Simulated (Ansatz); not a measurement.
Consider InP in the zinc blende structure (space group F-43m, No. 216; a = 5.9070 Å). Axes: x, y, z lie along the cube axes.

Now apply this change: the cell is compressed by 0.50 % along z with no lateral relaxation; the atoms relax in the strained cell.

All numbers come from r2SCAN, PAW, 500 eV (Ansatz, an electronic-structure program; no spin-orbit coupling).

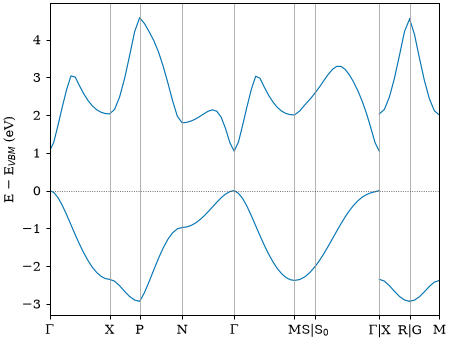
Figure. Highest valence and lowest conduction band along the path of the changed cell's own zone

Problem. From the figure, how large is the changed gap, and is it direct?

Solution. About 1.0 eV, direct at Γ.

No phonon test of stability was made. k-point labels follow each cell's own Brillouin zone.
